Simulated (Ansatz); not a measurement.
The starting structures come from a database of crystals and need not be the phases stable at ambient conditions.

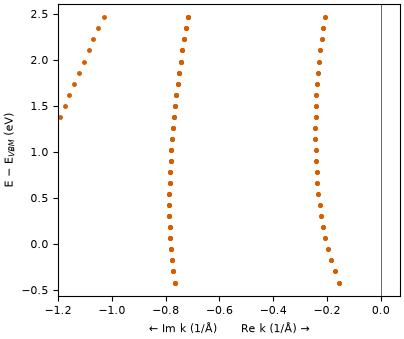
*Complex bands at the centre of the two-dimensional zone; Ansatz (an electronic-structure program) with PBEsol*

The gap is the functional's own. No spin-orbit coupling. Mid-gap values are those at the computed energy nearest the middle.

Task: This is TlBr (Fm-3m, rock salt, 2 atoms a cell, 38.9 Å³ an atom, -2 GPa at this level) along the normal of (001). Read off the slowest decay at the centre of the two-dimensional zone at 1.14 eV, the computed energy nearest the middle of the gap.

Result: κ ≈ 0.24 1/Å, a decay length 1/(2κ) of the density of 2.1 Å.
